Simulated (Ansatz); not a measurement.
## Profile along the Fe–O line in Fe2CoO4 (spinel)

Fe₂CoO₄ (spinel)

```xyz
14
Lattice="0.0000 4.0701 4.0701 4.0701 0.0000 4.0701 4.0701 4.0701 0.0000" Properties=species:S:1:pos:R:3 pbc="T T T"
Fe     3.0526     3.0526     1.0175
Fe     3.0526     1.0175     3.0526
Fe     1.0175     1.0175     1.0175
Fe     1.0175     3.0526     3.0526
Co     6.1051     6.1051     6.1051
Co     4.0701     4.0701     4.0701
O      5.1355     5.1355     3.0046
O      5.0397     7.1705     5.0397
O      3.0046     3.0046     3.0046
O      7.1705     5.0397     5.0397
O      5.1355     3.0046     5.1355
O      5.0397     5.0397     7.1705
O      3.0046     5.1355     5.1355
O      7.1705     7.1705     7.1705
```

Fields along a shortest Fe–O line of a {100} plane (1.99 Å), from Fe to O, interpolated on the slice's grid (step about 0.3 Å). The numbers are results of PBEsol (plane waves to 420 eV, PAW, scalar-relativistic; Ansatz, a program for electronic structure), not measurements. k mesh 8×8×8. Near the nuclei the fields are pseudised (PAW); where an atom keeps semicore shells as valence, they peak there. Fe2CoO4 is run spin-polarised and with no Hubbard U. Fe2CoO4 was relaxed with its symmetry unable to fall. Relaxed Fe2CoO4 ends with moments of both signs. The magnetic order is the one the run started from; other orders were not tried.

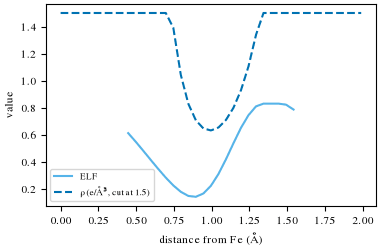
Fig. 1. ELF (away from the nuclei) and valence density from Fe to O.

Density on the Fe–O line (1.99 Å) at its midpoint: 0.63 e/Å³. ELF at that point: 0.2.
